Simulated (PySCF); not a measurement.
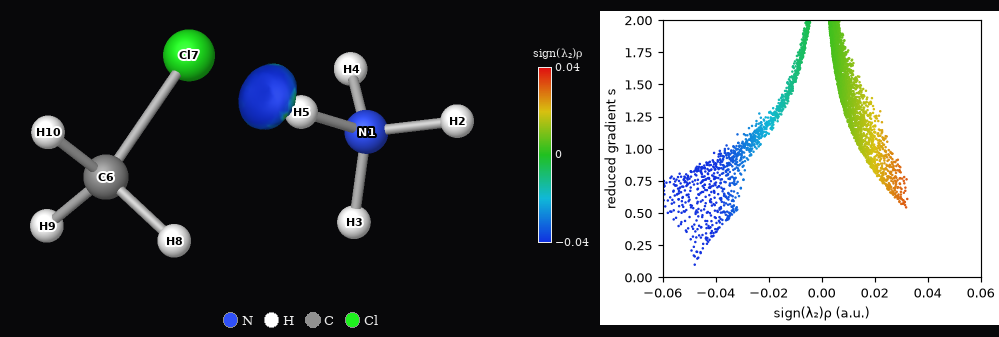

CH7ClN, charge +1, SMILES `[NH4+].CCl`. Non-covalent interaction surfaces between the fragments (reduced density gradient s = 0.5, coloured by sign(λ₂)ρ in a.u.; trimmed to the region between the fragments where ρ is under 0.06 a.u.). Fragment A: NH4(+1) (atoms 1–5); fragment B: H3CCl. The plot gives s against sign(λ₂)ρ for grid points between the fragments.

Method: r2SCAN/def2-TZVP; geometry: GFN2-xTB; program: PySCF. GFN2-xTB bond lengths at metals and heavier atoms can be off by up to 0.1 Å and shapes distorted, which carries into these values.

Which interactions hold the two fragments together?

Bond critical points between the fragments: H5···Cl7, hydrogen bond, 1.94 Å, ρ = 0.048 a.u. It appears blue (attractive, sign(λ₂)ρ well below zero). The pose is a local one from a semi-empirical search, not shown to be the most stable. With a charged fragment, long-range electrostatics, which these surfaces don't show, weighs heavily in the interaction energy.

How strongly are they bound?

The counterpoise-corrected interaction energy of the frozen fragments is −14.1 kcal/mol without dispersion correction and −14.5 kcal/mol with D3(BJ). The pair geometry is semi-empirical, not a minimum at this level.
